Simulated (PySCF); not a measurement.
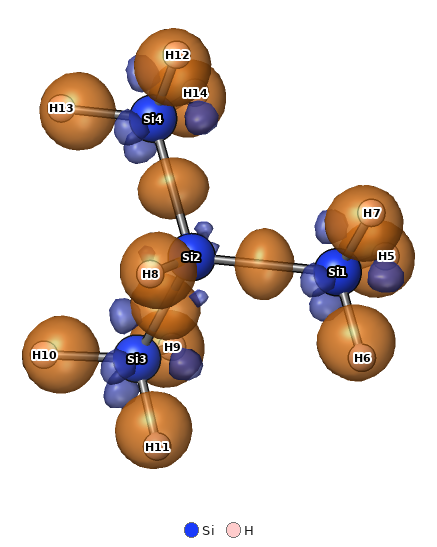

H10Si4, SMILES `[SiH3][SiH]([SiH3])[SiH3]`. Deformation density (molecule less spherical, spin-averaged free atoms at the same positions), surfaces at ±0.1 e/Å³; orange: gain, blue: loss.

Computed with PySCF, PBE0/def2-TZVP, geometry: GFN2-xTB. No frequency check shows the geometry to be a minimum.

Input script:

```python
import numpy as np
from pyscf import gto, scf, dft
from pyscf.scf import atom_ks, atom_hf
from scipy.linalg import block_diag

def solve(mol, dm0=None, hcore=None):
    mf = (dft.UKS if mol.spin else dft.RKS)(mol, xc='pbe0')
    mf.grids.level = 3
    mf = mf.density_fit(auxbasis='def2-universal-jkfit')
    mf.conv_tol, mf.max_cycle = 1e-8, 80
    if hcore is not None:
        mf.get_hcore = lambda *args: hcore
    mf.kernel(dm0)
    if not mf.converged:
        mf = mf.newton().run(mf.mo_coeff, mf.mo_occ, max_cycle=30)
    assert mf.converged, 'SCF not converged'
    return mf

mol = gto.M(atom='''
Si     2.23717    -0.13642    -0.14470
Si     0.00252    -0.00037     0.49297
Si    -1.23794    -1.86422    -0.14412
Si    -1.00085     2.00106    -0.14390
H      2.36313    -0.13316    -1.60486
H      2.90081    -1.35576     0.32277
H      3.04918     0.98204     0.34054
H      0.00288    -0.00234     1.97736
H     -1.33636    -1.95064    -1.60377
H     -2.61340    -1.84664     0.35944
H     -0.65555    -3.13115     0.30442
H     -0.33732     3.18728     0.40197
H     -2.40577     2.09679     0.26007
H     -0.98019     2.15287    -1.60140
''', basis='def2-tzvp', charge=0, spin=0, verbose=4)
mf = solve(mol)
mf.analyze()
# spherically averaged free atoms, for the promolecule
atm = atom_ks.get_atm_nrks(mol, xc='pbe0')
pro = block_diag(*[(atm[a[0]][2] * atm[a[0]][3]) @ atm[a[0]][2].T for a in mol._atom])
np.savez('result.npz', e=mf.e_tot, c=mf.mo_coeff, occ=mf.mo_occ, eps=mf.mo_energy, pro=pro, dip=mf.dip_moment(verbose=0), s2=mf.spin_square()[0])
```

Run with:

```sh
OMP_NUM_THREADS=1 python input.py
```

The run took 33 s on 1 thread of Arm Neoverse V2, with other jobs on the host, peak memory 0.81 GiB.

Partitions, critical points and surface values were worked out afterwards from this run's density.

> Describe the bonding that the map shows.

The five largest and four smallest: Si2–Si4 and Si1–Si2: +0.24 e/Å³ at the bond critical point (bond length 2.33 Å, Mayer order 1.0). Si2–Si3: +0.24 e/Å³ at the bond critical point (bond length 2.33 Å, Mayer order 1.0). Si4–H12: +0.22 e/Å³ at the bond critical point (bond length 1.47 Å, Mayer order 0.9). Si3–H11: +0.22 e/Å³ at the bond critical point (bond length 1.47 Å, Mayer order 0.9). Si1–H6: +0.22 e/Å³ at the bond critical point (bond length 1.47 Å, Mayer order 0.9). Si1–H5: +0.21 e/Å³ at the bond critical point (bond length 1.47 Å, Mayer order 0.9). Si4–H14: +0.21 e/Å³ at the bond critical point (bond length 1.47 Å, Mayer order 0.9). Si3–H9: +0.21 e/Å³ at the bond critical point (bond length 1.47 Å, Mayer order 0.9). Si2–H8: +0.19 e/Å³ at the bond critical point (bond length 1.48 Å, Mayer order 0.9). In all, 3.4 electrons gather in the regions of gain relative to the promolecule.
